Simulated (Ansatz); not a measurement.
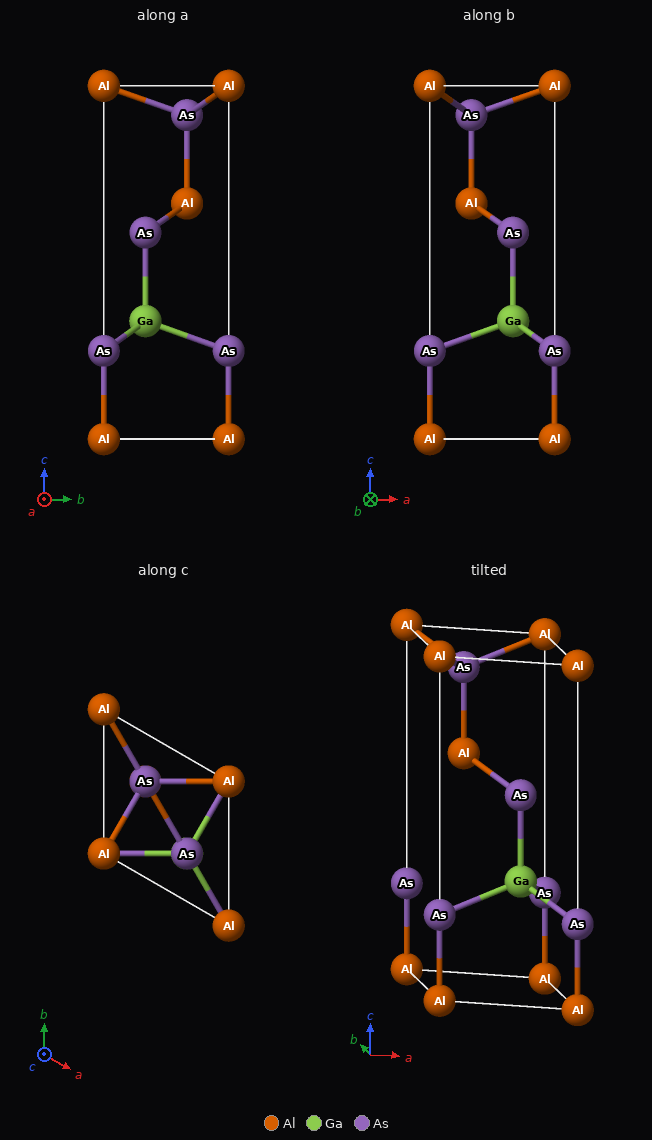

Ball-and-stick drawing of the structure, looking along the a axis, along the b axis, along the c axis and slightly off an axis. The lines enclose the conventional unit cell; boundary atoms appear with their images.

Lattice parameters: a = 4.054 Å, b = 4.054 Å, c = 9.935 Å, α = 90.00°, β = 90.00°, γ = 120.00°. Put a along x and b in the xy plane.

### Record the structure as a POSCAR file, with free fractional coordinates to two decimals.

```
Al Ga As
1.0
     4.054    0.000    0.000
    -2.027    3.511    0.000
     0.000    0.000    9.935
Al Ga As
2 1 3
Direct
  0.00 0.00 0.00
  0.3333 0.6667 0.6666
  0.6667 0.3333 0.33
  0.00 0.00 0.25
  0.6667 0.3333 0.58
  0.3333 0.6667 0.9166
```

Starting structure: a structure type filled with these elements by a generator (whether the compound takes this form wasn't checked). Earlier steps of the study may have refined or changed the cell and positions. It was the input of a calculation with Ansatz.
